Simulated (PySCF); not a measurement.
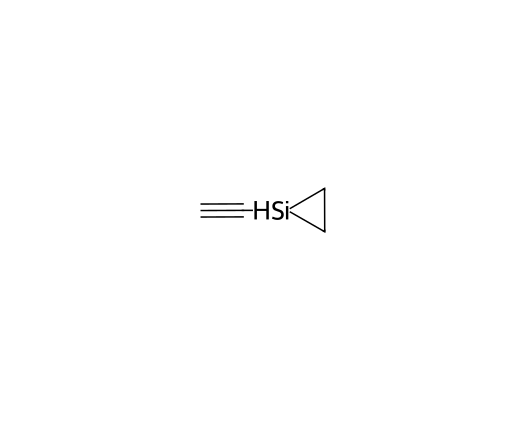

Figure made from data computed with PySCF.

Transcribe the drawing into SMILES.

C#C[SiH]1CC1

What is the molecular formula?

C4H6Si.

An optimisation with GFN2-xTB gave a structure of which point group?

Cs.
